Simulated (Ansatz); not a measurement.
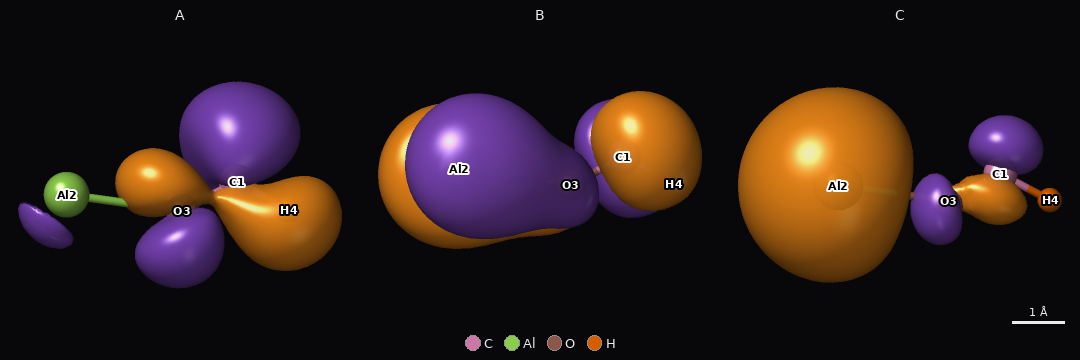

Figure. CHAlO (SMILES [CH]=[O+][Al]) (charge +1, doublet). Three frontier orbitals at ±0.08 Å⁻³ᐟ² (orange and purple are the two phases), in no order.

Geometry: B3LYP-D4/def2-TZVP.

Theory: isolated molecule in a Gaussian basis; Kohn-Sham density functional theory, functional PBE0 (Ansatz 0.2.0).

Q: Order the three orbitals by energy and name them. All are α orbitals.

A: C is the HOMO−1 (α) (−13.82 eV). Its weight (Hirshfeld) is mainly on Al2 (about 90 %); it is symmetric in the molecular plane (an in-plane orbital: σ, lone-pair or in-plane π type). A is the HOMO (α) (−12.24 eV). It lies mainly on C1 (about 50 %), O3 (about 30 %) and H4 (about 10 %); it is symmetric in the molecular plane (an in-plane orbital: σ, lone-pair or in-plane π type). B is the LUMO (α) (−7.58 eV). It lies mainly on Al2 (about 45 %), C1 (about 35 %) and O3 (about 15 %); it changes sign across the molecular plane (π type); π-bonding across Al2–O3; π-antibonding (a node) across C1–O3.

Q: What is the gap between the highest occupied and lowest empty α orbitals?

A: 4.66 eV between the orbital energies.
